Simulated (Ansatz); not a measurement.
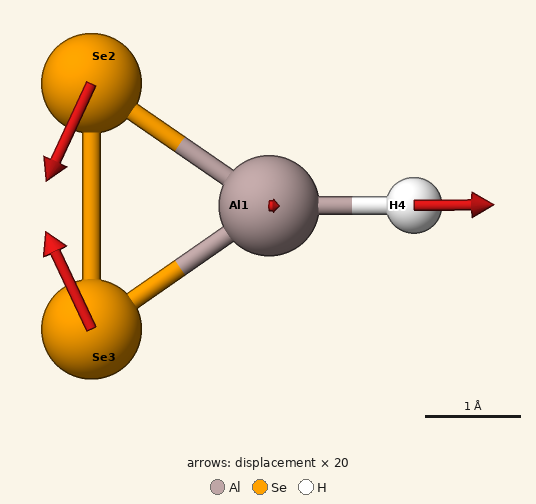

This is a relaxation of AlHSe₂. The starting structure is drawn; red arrows show the displacements, magnified 20 times. The two geometries are superimposed by the best rigid fit.

A ball-and-stick model, seen face on.

Theory: Ansatz 0.2.0, RKS PBE0-D4/def2-TZVP. Settings: force threshold 0.005 eV/Å; at most 200 steps.

### What happened in the run?

The largest moves after the best rigid fit, 0.057 Å, are those of Se2 and Se3. Largest moves by element: Se 0.057 Å, H 0.043 Å, Al 0.006 Å. Near-neighbour distances that change, for instance: Se2–Se3 2.590 → 2.486 Å, Al1–H4 1.528 → 1.565 Å, Al1–Se2 2.278 → 2.274 Å. Bond angles that change, for instance: Se2–Al1–Se3 69.3° → 66.3°. Over 3 geometry steps the energy falls by 5.17 kJ/mol. Largest force component: 0.49 eV/Å at the start, 0.0016 eV/Å at the end. Cost: 19 s on 2 threads of Intel Xeon Platinum 8488C, on a shared host.
